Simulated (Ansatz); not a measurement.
The relaxed structure here is a generated cell of TiTe2: the first start was made by placing the elements on the sites of a structure type, and the end was not matched to a known phase here, so it may be hypothetical. Known forms of TiTe2 include space group No. 164.

One stationary structure of TiTe2. Space group Pnma (No. 62), AFLOW prototype A2B_oP12_62_2c_c (C23, as in PbCl2). Calculation: r2SCAN (plane waves to 500 eV, PAW, scalar-relativistic; Ansatz, an electronic-structure program).

```cif
data_Te8Ti4
_chemical_formula_sum 'Ti4 Te8'
_space_group_name_H-M_alt 'P 1'
_space_group_IT_number 1
_cell_length_a 7.63541
_cell_length_b 4.08331
_cell_length_c 9.45544
_cell_angle_alpha 90.000
_cell_angle_beta 90.000
_cell_angle_gamma 90.000
loop_
_space_group_symop_operation_xyz
  'x, y, z'
loop_
_atom_site_label
_atom_site_type_symbol
_atom_site_fract_x
_atom_site_fract_y
_atom_site_fract_z
_atom_site_occupancy
Ti1 Ti 0.24750 0.25000 0.09835 1
Ti2 Ti 0.74750 0.25000 0.40165 1
Ti3 Ti 0.75250 0.75000 0.90165 1
Ti4 Ti 0.25250 0.75000 0.59835 1
Te1 Te 0.13138 0.25000 0.40434 1
Te2 Te 0.63138 0.25000 0.09566 1
Te3 Te 0.86862 0.75000 0.59566 1
Te4 Te 0.36862 0.75000 0.90434 1
Te5 Te 0.01309 0.25000 0.85484 1
Te6 Te 0.51309 0.25000 0.64516 1
Te7 Te 0.98691 0.75000 0.14516 1
Te8 Te 0.48691 0.75000 0.35484 1
```

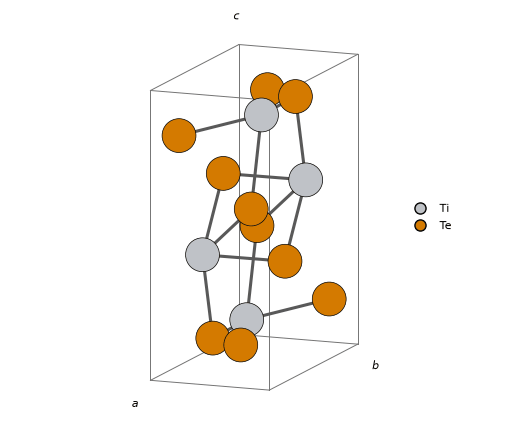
Figure: The conventional cell of the relaxed structure

- Volume per atom = 24.57 Å³
- Density = 6.83 g/cm³
- Band gap = zero (the bands touch at this level, without spin-orbit coupling)
- Shortest distances = Te–Ti 2.89 Å; Te–Te 3.38 Å
- k-mesh = 5×9×4

Band energies at high-symmetry points (eV from the Fermi level; labels of this space group; no spin-orbit coupling), from −5 eV up to 1.7 eV:

```csv
point,energies
Γ,-4.97 -4.13 -3.93 -3.51 -3.20 -3.09 -2.80 -2.66 -2.60 -2.36 -2.03 -1.95 -1.61 -1.52 -1.43 -1.10 -0.96 -0.50 -0.35 -0.13 -0.07 0.03 0.45 0.68 0.73 0.84 1.09 1.17 1.21 1.35 1.45
X,-4.80 -4.80 -4.47 -4.47 -3.37 -3.37 -3.22 -3.22 -2.89 -2.89 -2.68 -2.68 -1.36 -1.36 -1.32 -1.32 -0.57 -0.57 -0.56 -0.56 -0.18 -0.18 0.40 0.40 0.59 0.59 0.81 0.81 1.12 1.12 1.54 1.54
S,-4.47 -4.47 -4.47 -4.47 -3.20 -3.20 -3.20 -3.20 -2.70 -2.70 -2.70 -2.70 -1.53 -1.53 -1.53 -1.53 -0.78 -0.78 -0.78 -0.78 0.70 0.70 0.70 0.70 1.01 1.01 1.01 1.01 1.28 1.28 1.28 1.28
Y,-4.44 -4.44 -3.58 -3.58 -3.03 -3.03 -2.30 -2.30 -2.26 -2.26 -2.08 -2.08 -1.81 -1.81 -0.90 -0.90 -0.85 -0.85 0.48 0.48 0.91 0.91 0.98 0.98 1.03 1.03 1.43 1.43 1.58 1.58
Z,-4.91 -4.91 -3.31 -3.31 -3.16 -3.16 -3.07 -3.07 -2.73 -2.73 -2.30 -2.30 -1.91 -1.91 -1.59 -1.59 -0.74 -0.74 -0.56 -0.56 -0.41 -0.41 0.32 0.32 0.66 0.66 0.82 0.82 1.11 1.11 1.51 1.51
U,-3.66 -3.66 -3.48 -3.48 -3.22 -3.22 -3.10 -3.10 -1.79 -1.79 -1.77 -1.77 -1.19 -1.19 -0.85 -0.85 -0.64 -0.64 -0.38 -0.38 0.49 0.49 0.55 0.55 0.63 0.63 1.32 1.32 1.60 1.60 1.60 1.60
R,-4.98 -4.98 -4.98 -4.98 -3.44 -3.44 -3.44 -3.44 -2.43 -2.43 -2.43 -2.43 -1.58 -1.58 -1.58 -1.58 -0.57 -0.57 -0.57 -0.57 0.71 0.71 0.71 0.71 0.99 0.99 0.99 0.99 1.60 1.60 1.60 1.60
T,-4.87 -4.87 -4.71 -4.71 -3.86 -3.86 -3.42 -3.42 -2.93 -2.93 -2.46 -2.46 -1.74 -1.74 -1.23 -1.23 -0.86 -0.86 -0.54 -0.54 0.52 0.52 0.97 0.97 1.04 1.04 1.17 1.17 1.53 1.53
```

No spin polarisation in the result. Spin-orbit coupling is missing; with elements this heavy it can move band edges by tenths of an eV or more. The gap comes from the SCF mesh and the high-symmetry points alone.

The run could not lose the symmetry of its start; a randomly shaken copy of 12 atoms returns to this structure.
